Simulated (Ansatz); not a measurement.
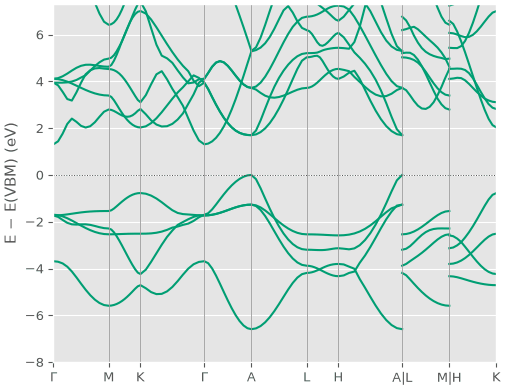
Figure. Band structure from LDA (plane waves, PAW; program Ansatz)

Task: Read off the gap and where the band edges lie.

Result: About 1.3 eV (1.31 eV by a search for the band edges); maximum at A, minimum at Γ.

The material is YHSe in space group P-6m2 (No. 187; Y on 1a, H on 1c, Se on 1f).

The workflow started from a Materials Project entry (that database holds measured and hypothetical structures alike); the Crystallography Open Database copy checked does not list it. Whether it is the stable phase at ambient conditions was not checked. Symmetry was held in the LDA relaxation; phonons on a q-mesh show no instability. No spin polarisation was allowed. Scalar-relativistic: spin–orbit coupling is off unless named, which matters more the heavier the elements.

Potentials: the later of the program's two PAW sets.
